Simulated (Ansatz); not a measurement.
## Si2H8: a changed input and its effect

System: Si2H8.
Method of the first run: RKS B3LYP-D4/def2-TZVPPD (Ansatz 0.2.0).

The geometry comes from this level: PBE0-D4/def2-TZVP. Text and figures count atoms from 1; the logs count them from 0 in places.

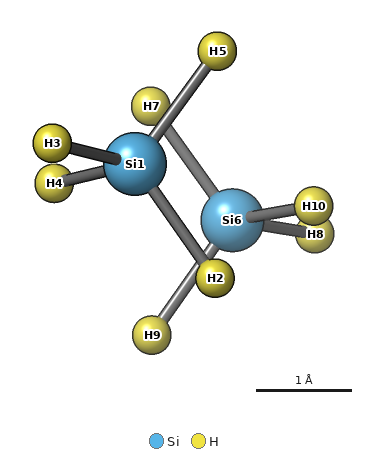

Figure 1. The input geometry (ball-and-stick view, seen at an oblique angle; atoms are numbered from 1 in the order of the input). Bond lengths as drawn: H–Si 1.48 to 1.49 Å.

Input file, the first run:
```yaml
crystal:
  periodic: [false, false, false]
  atoms:
    - {symbol: Si, position_ang: [0.023581, -0.166078, -2.003062]}
    - {symbol: H, position_ang: [-1.132625, 0.760125, -1.908218]}
    - {symbol: H, position_ang: [0.033448, -0.813634, -3.339679]}
    - {symbol: H, position_ang: [-0.093416, -1.210795, -0.953266]}
    - {symbol: H, position_ang: [1.285961, 0.590233, -1.808121]}
    - {symbol: Si, position_ang: [-0.023522, 0.166035, 2.003062]}
    - {symbol: H, position_ang: [1.121143, -0.764391, 1.837102]}
    - {symbol: H, position_ang: [0.044021, 0.802887, 3.343157]}
    - {symbol: H, position_ang: [-1.298473, -0.583063, 1.872636]}
    - {symbol: H, position_ang: [0.039680, 1.218580, 0.956390]}
basis:
  gaussian: {orbitals: "def2-TZVPPD.json"}
hamiltonian: {xc: {name: B3LYP}, dispersion: d4}
```

Command:
```bash
ansatz run in.yaml --threads 2 --pin off --events-out ev --progress --plain --max-ram 5222MiB
```

Hardware: 2 threads of Arm Neoverse V2, 23 GiB of memory available, shared host.

Output (the first run):
```
Functional definition: B3LYP
  parameter a0 = 0.2
  parameter ax = 0.72
  parameter ac = 0.81
  exchange = (1 - a0 - ax)*slater_x + ax*b88_x + a0*exact_x
  correlation = (1 - ac)*vwn_rpa_c + ac*lyp_c
1102 factors; their error is unknown
mean field evaluation 1: about -15886.0931 eV, gradient 1.5e1 eV
mean field evaluation 2: about -15886.7460 eV, gradient 6.9e0 eV
mean field evaluation 4: about -15886.9003 eV, gradient 1.4e-1 eV
mean field evaluation 8: about -15886.9179 eV, gradient 3.8e-1 eV
mean field -15886.91808718 eV, -583.8334711641 hartree, gradient 6.0e-5 eV, S^2 0.000000; 0 other end points of the search recorded, 0 dependent functions left out
reference -15886.91838934 eV, -583.8334822680 hartree; 18, 18 occupied and 214, 214 virtual orbitals, 1102 factors
Total energy: -15887.13202767 eV, -583.8413333320 hartree
```

For the second run the input was changed thus:
```diff
-    - {symbol: Si, position_ang: [-0.023522, 0.166035, 2.003062]}
-    - {symbol: H, position_ang: [1.121143, -0.764391, 1.837102]}
-    - {symbol: H, position_ang: [0.044021, 0.802887, 3.343157]}
-    - {symbol: H, position_ang: [-1.298473, -0.583063, 1.872636]}
-    - {symbol: H, position_ang: [0.039680, 1.218580, 0.956390]}
+    - {symbol: Si, position_ang: [-0.029142, 0.206369, 2.483757]}
+    - {symbol: H, position_ang: [1.115524, -0.724057, 2.317797]}
+    - {symbol: H, position_ang: [0.038402, 0.843220, 3.823852]}
+    - {symbol: H, position_ang: [-1.304092, -0.542730, 2.353331]}
+    - {symbol: H, position_ang: [0.034061, 1.258914, 1.437085]}
```

What does this change do to the results?

With the same method and basis, the second run lies 0.23 kcal/mol higher.

Output (the second run):
```
Functional definition: B3LYP
  parameter a0 = 0.2
  parameter ax = 0.72
  parameter ac = 0.81
  exchange = (1 - a0 - ax)*slater_x + ax*b88_x + a0*exact_x
  correlation = (1 - ac)*vwn_rpa_c + ac*lyp_c
1102 factors; their error is unknown
mean field evaluation 1: about -15886.0863 eV, gradient 1.5e1 eV
mean field evaluation 2: about -15886.7609 eV, gradient 7.1e0 eV
mean field evaluation 4: about -15886.9201 eV, gradient 1.4e-1 eV
mean field evaluation 8: about -15886.9364 eV, gradient 3.8e-1 eV
mean field -15886.93657248 eV, -583.8341504864 hartree, gradient 4.5e-5 eV, S^2 0.000000; 0 other end points of the search recorded, 0 dependent functions left out
reference -15886.93688545 eV, -583.8341619876 hartree; 18, 18 occupied and 214, 214 virtual orbitals, 1102 factors
Total energy: -15887.12196935 eV, -583.8409636957 hartree
```

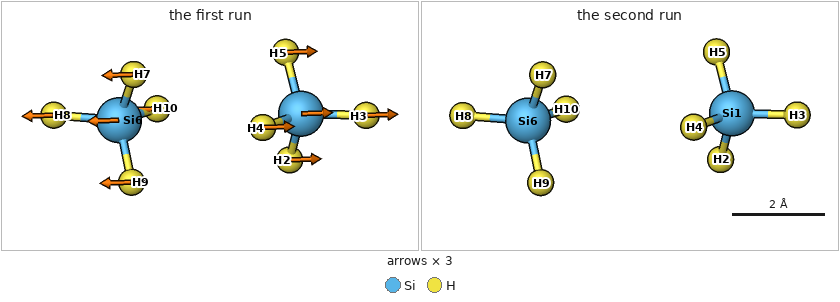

Figure 2. The two input geometries at one scale (ball-and-stick view, seen at a tilt). The orange arrows on the first give the shifts of the atoms after the best rigid fit, magnified 3 times. The largest moves after the best rigid fit, 0.24 Å, are those of 10 atoms (Si1, H2, H3, H4 and others). By element the largest moves are H 0.24 Å, Si 0.24 Å.

The two runs side by side:

```csv
quantity,the first run,the second run
outcome,converged,converged
total energy (hartree),−583.841333,−583.840964
basis functions,232,232
wall time (shared host),2.7 s,2.9 s
```
